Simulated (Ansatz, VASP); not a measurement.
**Ta (Tantalum) in two plane-wave programs**

Aim: how closely do two programs agree when they are given the same cell, functional and k mesh? The cell comes out of the VASP series on this material, whose earlier steps may have relaxed, scaled or displaced it; both programs get it as it stands.

Method: plane waves, with VASP 6.6.1 beside it; relaxation of cell and atoms at PBE, in Ansatz 0.2.0.

## (1) Set-up

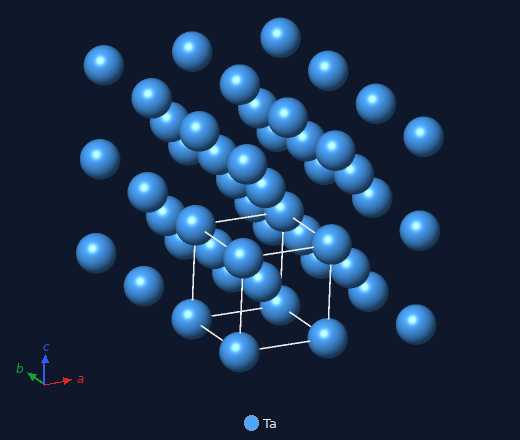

Start, viewed slightly off an axis; tantalum blue. 2×3×2 cells are drawn. This picture shows the conventional cell, with its axes. Some periodic images of atoms are drawn too.

## (2) Ansatz: relaxation of cell and atoms, PBE

Ansatz runs on its default PAW (the set named soft_2) files.

The relaxed volume is the usual yardstick between codes: its relative difference is about their pressure difference at one cell divided by the bulk modulus.

File input.yaml:

```yaml
crystal:
  lattice:
    - [-1.6595954901, 1.6595954901, 1.6595954901]
    - [1.6595954901, -1.6595954901, 1.6595954901]
    - [1.6595954901, 1.6595954901, -1.6595954901]
  atoms:
    - { symbol: Ta, position: [0.0, 0.0, 0.0] }
hamiltonian:
  xc: pbe
  pseudopotentials: { kind: paw }
kpoints:
  mp_grid: { grid: [18, 18, 18] }
scf:
  occupations: { method: methfessel_paxton, width: 0.15 }
relax:
  f_tol: 0.01
  max_steps: 60
  cell: { stress_tol: 0.05 }
output:
  forces: true
  stress: true
```

On the command line:

```bash
> ansatz run input.yaml --threads 4 --pin off --max-ram 9216MiB --backend cpu --events-out ev --progress --plain --runs-dir out
```

Numbers of over 12 decimals in the logs are rounded to 6 here.

Log:

```text
Engine: ansatz 0.2.0, aarch64-unknown-linux-gnu
Pseudopotentials: kind: paw
Pseudopotential: Ta, paw, valence charge 13, recommended cutoff 420 eV (normal), Ta.paw.azcp
Functional definition: PBE
  parameter kappa = 0.804
  parameter beta = 0.066725
  exchange = pbe_x(kappa = kappa, mu = beta*pi^2/3)
  correlation = pbe_c(beta = beta)
Crystal: 1 atoms, lattice volume = 18.284 Å³
Basis set: ecut = 420 eV, 369 PW (Γ), exchange–correlation on 40×40×40 points (8 copies of the dense FFT grid, shifted against one another)
Bands: 11, of which v1, the nominal top of the filled ones, is band 7 counted from 1 (6 counted from 0)
Symmetry: 48 space group operations
Space group: Im-3m (ITA 229), of the structure as read, at distance tolerance 2.6e-5 Å
k-points: 195 of 5832
Non-local potential: Ta, projectors of the file, l = 0: 3, l = 1: 2, l = 2: 2, l = 3: 1
PAW form: soft (Blöchl's): semilocal exchange-correlation on the pseudo side does not see the compensation charge
PAW one-centre angular grid: Ta, 590 points (default); XC on 64 Gauss nodes
Initial density: superposition of atomic densities (neutral atoms: chi_scale 0, normalization atom), corrected by the library's trained network
Initial wavefunctions: pseudopotential atomic-orbital guess
Functional: x = pbe(κ = 0.804, μ = 0.219515), c = pbe(β = 0.066725)
SCF iter   1: F=—  HF=-9932.251104 eV  |F-HF|=—  |Δ(HF+E_count)|=         —  Δρ=2.06e-3  dr2=1.99e-4  ethr=1.77e-3  ⟨swp⟩=5.1  Hψ=11783  notcnv=0
preconditioner: auto → none  [metal: Δε(μ)=0.023 eV  Ē_g=8.187 eV  σ=0.150 eV  W_gap=0.13  n_scr=0 (ndim 8)  ℏωp=19.4 eV  f_vac=0.000  D(μ)=1.20/eV (n_scr^D=12)]
SCF iter   2: F=—  HF=-9932.251052 eV  |F-HF|=—  |Δ(HF+E_count)|=   5.19e-5  S|Δr|=    0.00e0  Δρ=9.90e-4  dr2=4.98e-5  ethr=1.53e-6  ⟨swp⟩=2.2  Hψ=4716  notcnv=0
SCF iter   3: F=—  HF=-9932.251123 eV  |F-HF|=—  |Δ(HF+E_count)|=   7.15e-5  S|Δr|=    0.00e0  Δρ=1.53e-4  dr2=1.09e-6  ethr=3.83e-7  ⟨swp⟩=2.1  Hψ=2591  notcnv=0
SCF iter   4: F=—  HF=-9932.251124 eV  |F-HF|=—  |Δ(HF+E_count)|=   1.25e-7  S|Δr|=    0.00e0  Δρ=4.68e-5  dr2=1.12e-7  ethr=7.69e-10  ⟨swp⟩=4.2  Hψ=6758  notcnv=0
SCF iter   5: F=-9932.251124 eV  HF=-9932.251124 eV  |F-HF|=5.33e-9  |Δ(HF+E_count)|=   3.60e-8  S|Δr|=    0.00e0  Δρ=1.49e-5  dr2=1.11e-8  ethr=7.69e-10  ⟨swp⟩=4.0  Hψ=5905  notcnv=0
SCF 1 converged in 5 iterations: F = -9932.251124 eV  dr2 = 1.11e-8
  greatest PAW one-centre occupation: 0.999 electrons in one spin orbital (limit 2), on the Ta atom at site 0 (counted from 0), in its partial waves of l = 0
relax step   1: F+E_penalty+E_count = -9932.25112351 eV  Δ(F+E_penalty+E_count) = +0.000e0 eV  max|allowed force component| = 0.000e0 eV/Å  Δτ_max = 0.0000 Å  P = -0.122 GPa  Ω = 18.284 Å³  (5 SCF iters, dr2 threshold 1.00e-7 eV, accepted)
[...]
relax step   2: F+E_penalty+E_count = -9932.25110741 eV  Δ(F+E_penalty+E_count) = +1.610e-5 eV  max|allowed force component| = 0.000e0 eV/Å  Δτ_max = 0.0000 Å  P = +0.350 GPa  Ω = 18.240 Å³  energy of the carried Pulay correction = +1.518e-5 eV  (3 SCF iters, dr2 threshold 3.75e-8 eV, rejected (line search))
[...]
relax step   3: F+E_penalty+E_count = -9932.25113185 eV  Δ(F+E_penalty+E_count) = -8.336e-6 eV  max|allowed force component| = 0.000e0 eV/Å  Δτ_max = 0.0000 Å  P = -0.000 GPa  Ω = 18.272 Å³  energy of the carried Pulay correction = +3.935e-6 eV  (4 SCF iters, accepted)
[...]
relax step   4: F+E_penalty+E_count = -9932.25112739 eV  Δ(F+E_penalty+E_count) = +4.456e-6 eV  max|allowed force component| = 0.000e0 eV/Å  Δτ_max = 0.0000 Å  P = -0.001 GPa  Ω = 18.272 Å³  stress off target by 6.53e-4 GPa  SCF on the basis re-selected at this cell (its energy is not comparable with the rows above)  (3 SCF iters)
basis re-selected at this cell: Δ(F+E_penalty+E_count) = +4.456e-6 eV, ΔP = -0.000 GPa vs the last step (what re-selecting the basis moved, of the pressure what is left beyond the Pulay correction that the steps carried, after the strain that the cell walked since its last selection, with what the two solves' SCF thresholds leave and, on support functions, any second-order correction that the steps lacked; it is no measure of the basis error at this ecutwfc). This SCF's stress stands 6.53e-4 GPa from its target on what of the cell is left free (relax.cell.stress_tol is 5.00e-2 GPa) and its largest allowed force component is 0.00e0 eV/Å (relax.f_tol is 1.00e-2 eV/Å): [rest of the remark cut]
SCF converged after 3 iterations
Stability not checked: this state was not tested for a lower state beside it, because cold or Methfessel-Paxton smearing, or corrected tetrahedra, fill the levels in a way that the test cannot read (fill_not_monotonic; see scf.lower_state_search)
Free energy (F): -9932.251127 eV
Harris-Foulkes:  -9932.251127 eV  (|F-HF|=0.00e0)
Internal energy: -9932.252029 eV  (E = F + TS)
E sigma→0 (E₀):  -9932.251353 eV
Entropy (-TS):   0.000902 eV (0.902 meV/atom)
Fermi energy:    18.347060 eV
--- Per-component energies (eV) ---
  E_band       = -107.383687
  E_kinetic    = 365.637013
  E_local      = -555.699865  (includes V_loc(G=0)·N_el)
  E_nonlocal   = 14.744933
  E_hartree    = 192.393694
  E_xc         = -218.351760
  E_vxc        = -203.905481  (∫ρ·V_xc dr)
  E_paw        = -8396.603729  (= ΣΔE_a)
  E_vpaw       = -112.947798  (= ΣTr[D̂ρ^β])
  E_aug_tail   = 0.000133  (compensation charges beyond the density's cutoff)
  E_ewald      = -1334.372447
  E_smearing   = 0.000902  (= −TS)
  E_closure    = 0.000000  (closes the sum)
  Σ components = -9932.251127   (vs F -9932.251127, Δ=0.00e0)
--- Forces (eV/Å), atoms counted from 1 ---
  atom   1  Ta    -0.00000000    -0.00000000     0.00000000
  max |Σ_I F_I| component: 2.88e-32 eV/Å
--- Stress (GPa, compression-positive) ---
       -0.000653       0.000000      -0.000000
        0.000000      -0.000653       0.000000
        0.000000       0.000000      -0.000653
  P = ⅓ Tr σ = -0.0007 GPa (-0.007 kbar)
--- Relaxed structure (3 steps of the walk, 2 accepted, 1 SCFs on fresh bases) ---
  F+E_penalty+E_count = -9932.25112739 eV   max|allowed force component| = 0.000e0 eV/Å   (the final SCF, on the basis selected at the relaxed cell)
  cell:  # Å, volume = 18.2723 Å³
    - [-1.659248, 1.659248, 1.659248]
    - [1.659248, -1.659248, 1.659248]
    - [1.659248, 1.659248, -1.659248]
  atoms:
    - { symbol: Ta, position: [0.0, 0.0, 0.0] }
```

Run time: 1.6 s. Hardware: 4 threads of Arm Neoverse V2, shared host; peak memory 0.32 GiB.

## (3) VASP: relaxation of cell and atoms, PBE

The same cell, functional, mesh and smearing now go to VASP, with its own data sets and cutoff.

Lines of VASP's logs that name or quote its potential files are left out, and so is its time.

File INCAR:

```
SYSTEM = Ta
PREC = Accurate
ENCUT = 450
EDIFF = 1E-06
NELM = 100
ISMEAR = 1
SIGMA = 0.15
LREAL = .FALSE.
ALGO = Normal
GGA = PE
NBANDS = 11
LASPH = .TRUE.
LORBIT = 11
LWAVE = .FALSE.
LCHARG = .FALSE.
KPAR = 8
IBRION = 2
NSW = 50
ISIF = 3
EDIFFG = -0.006
```

File POSCAR:

```
Ta
1.0
   -1.6595954901      1.6595954901      1.6595954901
    1.6595954901     -1.6595954901      1.6595954901
    1.6595954901      1.6595954901     -1.6595954901
Ta
1
Direct
    0.0000000000      0.0000000000      0.0000000000
```

File KPOINTS:

```
Automatic mesh
0
Gamma
18 18 18
0 0 0
```

Potentials, in the order of the species: Ta_pv (PBE family, release 64).

On the command line:

```bash
> mpirun -np 8 vasp_std
```

Log:

```text
[banner, memory and clock lines left out]
running    8 mpi-ranks, on    1 nodes
 distrk:  each k-point on    1 cores,    8 groups
 distr:  one band on    1 cores,    1 groups

 POSCAR found type information on POSCAR Ta
 POSCAR found :  1 types and       1 ions
|                                                                             |
|           W    W    AA    RRRRR   N    N  II  N    N   GGGG   !!!           |
|           W    W   A  A   R    R  NN   N  II  NN   N  G    G  !!!           |
|           W    W  A    A  R    R  N N  N  II  N N  N  G       !!!           |
|           W WW W  AAAAAA  RRRRR   N  N N  II  N  N N  G  GGG   !            |
|           WW  WW  A    A  R   R   N   NN  II  N   NN  G    G                |
|           W    W  A    A  R    R  N    N  II  N    N   GGGG   !!!           |
|                                                                             |
|     For optimal performance we recommend to set                             |
|       NCORE = 2 up to number-of-cores-per-socket                            |
|     NCORE specifies how many cores store one orbital (NPAR=cpu/NCORE).      |
|     This setting can greatly improve the performance of VASP for DFT.       |
|     The default, NCORE=1 might be grossly inefficient on modern             |
|     multi-core architectures or massively parallel machines. Do your        |
|     Unfortunately you need to use the default for GW and RPA                |
|     calculations (for HF NCORE is supported but not extensively tested      |
|     yet).                                                                   |
|                                                                             |

 LDA part: xc-table for (Slater+PW92), standard interpolation
 POSCAR, INCAR and KPOINTS ok, starting setup
 FFT: planning ... GRIDC
 FFT: planning ... GRID_SOFT
 FFT: planning ... GRID
 WAVECAR not read
 entering main loop
       N       E                     dE             d eps       ncg     rms          rms(c)
DAV:   1     0.529557912515E+02    0.52956E+02   -0.58338E+03  4298   0.856E+02
DAV:   2    -0.113590558596E+02   -0.64315E+02   -0.62844E+02  4804   0.234E+02
DAV:   3    -0.122823966458E+02   -0.92334E+00   -0.90744E+00  5206   0.271E+01
DAV:   4    -0.122856587030E+02   -0.32621E-02   -0.32616E-02  4750   0.170E+00
DAV:   5    -0.122856728822E+02   -0.14179E-04   -0.14179E-04  5149   0.106E-01    0.132E+01
DAV:   6    -0.119210171085E+02    0.36466E+00   -0.32667E-01  4854   0.640E+00    0.638E+00
DAV:   7    -0.118134532314E+02    0.10756E+00   -0.27020E-01  4863   0.548E+00    0.396E-01
DAV:   8    -0.118127515878E+02    0.70164E-03   -0.80049E-03  5368   0.720E-01    0.831E-02
DAV:   9    -0.118127555561E+02   -0.39683E-05   -0.73633E-05  4802   0.904E-02    0.255E-02
DAV:  10    -0.118127493989E+02    0.61571E-05   -0.33239E-06  5025   0.217E-02    0.412E-03
DAV:  11    -0.118127495668E+02   -0.16783E-06   -0.28356E-07  2724   0.618E-03
   1 F= -.11812750E+02 E0= -.11813053E+02  d E =-.118127E+02
 curvature:   0.00 expect dE= 0.000E+00 dE for cont linesearch  0.000E+00
 trial: gam= 0.00000 g(F)=  0.123E-62 g(S)=  0.380E-05 ort = 0.000E+00 (trialstep = 0.100E+01)
 search vector abs. value=  0.380E-05
 reached required accuracy - stopping structural energy minimisation
```

OUTCAR, selected parts (step 3):

```text
ion  position               nearest neighbor table
   1  0.000  0.000  0.000-

  LATTYP: Found a body centered cubic cell.
 ALAT       =     3.3191909802

 Subroutine GETGRP returns: Found 48 space group operations
 (whereof 48 operations were pure point group operations)

The static configuration has the point symmetry O_h .

 Found    195 irreducible k-points:

   k-points           NKPTS =    195   k-points in BZ     NKDIM =    195   number of bands    NBANDS=     11

   dimension x,y,z NGX =    20 NGY =   20 NGZ =   20
   dimension x,y,z NGXF=    40 NGYF=   40 NGZF=   40

   ENCUT  =  450.0 eV  33.07 Ry    5.75 a.u.   4.97  4.97  4.97*2*pi/ulx,y,z

   NELECT =      11.0000    total number of electrons

 k-points in reciprocal lattice and weights: Automatic mesh
   0.00000000  0.00000000  0.00000000       0.000
   0.05555556  0.00000000  0.00000000       0.002
   0.11111111  0.00000000  0.00000000       0.002
   0.16666667  0.00000000  0.00000000       0.002
   0.22222222  0.00000000  0.00000000       0.002
   0.27777778  0.00000000  0.00000000       0.002
   0.33333333  0.00000000  0.00000000       0.002
   0.38888889  0.00000000  0.00000000       0.002
   0.44444444  0.00000000  0.00000000       0.002
[...]
0.50000000  0.50000000  0.44444444       0.002
   0.50000000  0.50000000  0.50000000       0.000

 average (electrostatic) potential at core
       1 -36.6091

 E-fermi :   5.3733

 k-point     1 :       0.0000    0.0000    0.0000
  band No.  band energies     occupation
      1     -27.7648      2.00000
      2     -27.7648      2.00000
      3     -27.7648      2.00000
      4      -2.4933      2.00000
      5       6.1004     -0.00000
      6       6.1004     -0.00000
      7       6.1004     -0.00000
      8       9.3204      0.00000
      9       9.3204      0.00000
    ...

 k-point     2 :       0.0556    0.0000    0.0000
  band No.  band energies     occupation
      1     -27.8014      2.00000
      2     -27.7761      2.00000
      3     -27.7650      2.00000
      4      -2.3574      2.00000
      5       6.0117     -0.00000
      6       6.0755     -0.00000
      7       6.2330     -0.00000
      8       9.1750      0.00000
      9       9.3206      0.00000
    ...

 k-point     3 :       0.1111    0.0000    0.0000
  band No.  band energies     occupation
      1     -27.9057      2.00000
      2     -27.8085      2.00000
      3     -27.7655      2.00000
      4      -1.9633      2.00000
      5       5.7675     -0.00128
      6       5.9701     -0.00000
      7       6.6269     -0.00000
      8       8.8695      0.00000
      9       9.3286      0.00000
    ...

  Total       -0.0051225     -0.0051225     -0.0051225     -0.0000000     -0.0000000     -0.0000000
  in kB       -0.4488749     -0.4488749     -0.4488749     -0.0000000     -0.0000000     -0.0000000
  external PRESSURE =      -0.4488749 kB  Pullay stress =       0.0000000 kB

  energy-cutoff  :      450.00
  volume of cell :       18.28
      direct lattice vectors                 reciprocal lattice vectors
    -1.659595490  1.659595490  1.659595490     0.000000000  0.301278235  0.301278235
     1.659595490 -1.659595490  1.659595490     0.301278235  0.000000000  0.301278235
     1.659595490  1.659595490 -1.659595490     0.301278235  0.301278235  0.000000000

 POSITION                                       TOTAL-FORCE (eV/Angst)
 -----------------------------------------------------------------------------------
      0.00000      0.00000      0.00000         0.000000     -0.000000     -0.000000
 -----------------------------------------------------------------------------------
    total drift:                                0.000000      0.000000      0.000000

  FREE ENERGIE OF THE ION-ELECTRON SYSTEM (eV)
  ---------------------------------------------------
  free  energy   TOTEN  =       -11.8127495668 eV

  energy  without entropy=      -11.8136586829  energy(sigma->0) =      -11.81305261

 reached required accuracy - stopping structural energy minimisation

 total charge
# of ion       s       p       d       tot
------------------------------------------
    1        0.368   6.166   2.374   8.907

[... 3 further parts left out ...]
```

CONTCAR:

```
Ta
   1.00000000000000
    -1.6595954901000001    1.6595954901000001    1.6595954901000001
     1.6595954901000001   -1.6595954901000001    1.6595954901000001
     1.6595954901000001    1.6595954901000001   -1.6595954901000001
  Ta
     1
Direct
     0.0000000000000000    0.0000000000000000    0.0000000000000000
```

## (4) Side by side

Known differences besides the PAW data sets themselves: both relaxations stop at a tolerance, which leaves soft axes loose, and VASP keeps its plane-wave basis; the data sets hold 13 valence electrons in Ansatz (default PAW (the set named soft_2) files) and 11 in VASP; the cutoff is 420 eV in Ansatz and 450 eV in VASP; Ansatz adds a Pulay correction to the stress that steers its cell, VASP none. Total energies have different zeros and are not compared.

The two programs side by side:

| quantity | Ansatz | VASP | difference |
| --- | --- | --- | --- |
| volume (Å³) | 18.27 | 18.28 | -0.06 % |
| edge a after relaxation, in the typed setting (Å) | 2.874 | 2.874 | -0.02 % |

The walks stopped with 0.00 GPa left in Ansatz and -0.04 GPa in VASP; each walk ends within a tolerance, so the volume difference is uncertain by about these residues over the bulk modulus, most in soft cells.

## (5) Outcome

```json
{
 "difference in volume (relaxation of cell and atoms, PBE)": "-0.063 %"
}
```

The difference in volume is -0.063 % (relaxation of cell and atoms, PBE), within the 1.2 % picked in this series as the mark of a large difference, as far as the stopping tolerances let one tell. Differences of this kind measure data sets and numerical settings, not the functional's error against experiment.

[Lines on the potential files, build, host, timing and source positions are cut from VASP's logs without a mark.]

[Logs are printed without paths, hosts, clocks, repeated set-up lines and the standing remarks that a program may print on its own settings, such as how far it seeks lower states.]

[Hosts, paths, dates, database ids (printed as entryN), source tags and the programs' standing remarks are cut or masked in the printed files.]
